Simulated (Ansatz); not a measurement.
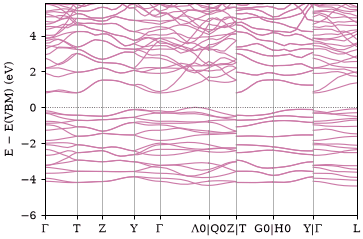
Figure. Band structure from the program Ansatz at the PBEsol level (PAW)

Q: Read off the gap and where the band edges lie.

A: About 0.8 eV (0.80 eV by a search for the band edges); maximum on the Γ–Λ0 line, 73 % of the way from Γ, minimum at Γ.

The material is Sr₃P₄ in space group Fdd2 (No. 43; Sr on 16b, Sr on 8a, P on 16b, P on 16b).

The workflow started from a Materials Project entry (that database holds measured and hypothetical structures alike); the Crystallography Open Database files this formula in space group No. 43, but the cells were not matched. Whether it is the stable phase at ambient conditions was not checked. The cell was relaxed with PBEsol under the symmetry of its start; whether a distortion lowers the energy is not shown. Scalar-relativistic: spin–orbit coupling is off unless named, which matters more the heavier the elements.

Potentials: the later of the program's two PAW sets.
